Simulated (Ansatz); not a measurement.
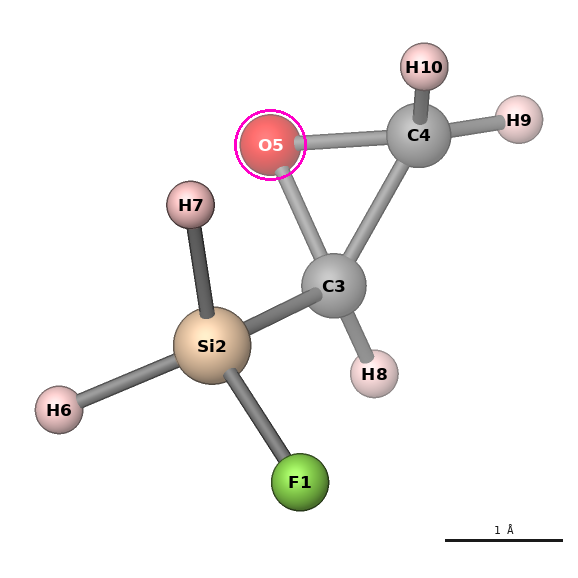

Orthographic view. Atoms fade into the background with distance from the viewer. The computed structure is the end point of a PBE-D4/def2-SVP optimisation. No frequency run is at hand to confirm it as a minimum.

Question: Which atoms are bonded to the circled atom?

Answer: The circled atom is O5; it is bonded to C3, C4.

Question: Of C4 and H10, which is nearer the viewer?

Answer: H10; the bond to C4 points away from the viewer, so it looks shorter than its 1.11 Å.

Question: What is the shortest path along bonds from the circled atom to H7?

Answer: O5–C3–Si2–H7, 3 bonds; through space the two are 3.07 Å apart.
